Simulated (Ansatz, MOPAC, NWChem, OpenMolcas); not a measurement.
## SiHF3 (SMILES F[SiH](F)F): methods side by side

SiHF3, singlet, SMILES `F[SiH](F)F`. Each level relaxes the structure for itself.

Quantity: the highest harmonic wavenumber at each level's own minimum, in cm⁻¹. The values are calculated.

| level | kind | program | value (cm⁻¹) |
| --- | --- | --- | --- |
| PM6-DH+ | semi-empirical | MOPAC | 2200 |
| PM7 | semi-empirical | MOPAC | 2326 |
| PM7- | semi-empirical | MOPAC | 2326 |
| PM7-HH | semi-empirical | MOPAC | 2326 |
| HF/STO-3G | Hartree–Fock | Ansatz | 2888 |
| HF/3-21G | Hartree–Fock | OpenMolcas | 2555 |
| HF/6-31G* (Cartesian functions) | Hartree–Fock | OpenMolcas | 2560 |
| HF/cc-pVTZ | Hartree–Fock | Ansatz | 2474 |
| PBE/def2-SVP | GGA | NWChem | 2307 |
| B3LYP/def2-SVP | global hybrid | NWChem | 2375 |

Harmonic and unscaled. The values span 2200 to 2888 cm⁻¹. Without the sets that lack polarisation functions the rows with a basis span only 2307 to 2560 cm⁻¹.

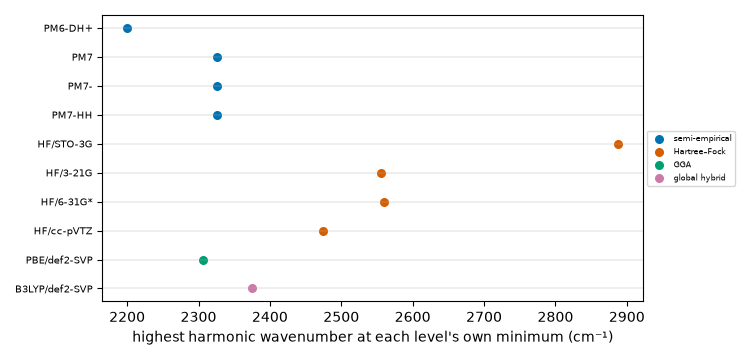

The values of the table, level by level.
